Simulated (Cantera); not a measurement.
Charge: 1 mol Si, 27 mol HCl, 0.41 mol H₂, 0.0046 mol Cl₂, at 0.000190 bar.

Equilibrium computed with Cantera from the NASA thermochemical tables; the gas is ideal and each condensed phase is pure. Candidate condensed phases: Si; 19 gas species. The tables' values for SiCl₃, SiCl are old estimates; treat these amounts as uncertain. The numbers say what is thermodynamically allowed, not how fast it happens.

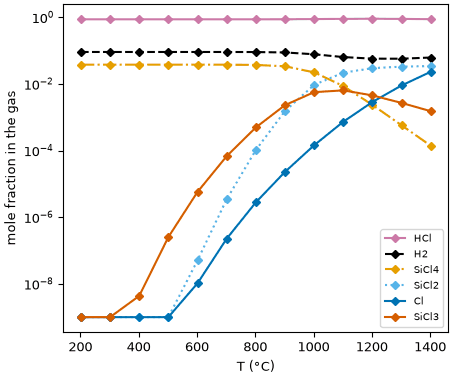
Figure: Equilibrium gas composition (values under 1e-9 drawn at 1e-9)

**Question.** Read off the mole fractions at 302 °C.

**Answer.** HCl about 0.87, H₂ about 0.091, SiCl₄ about 0.038.
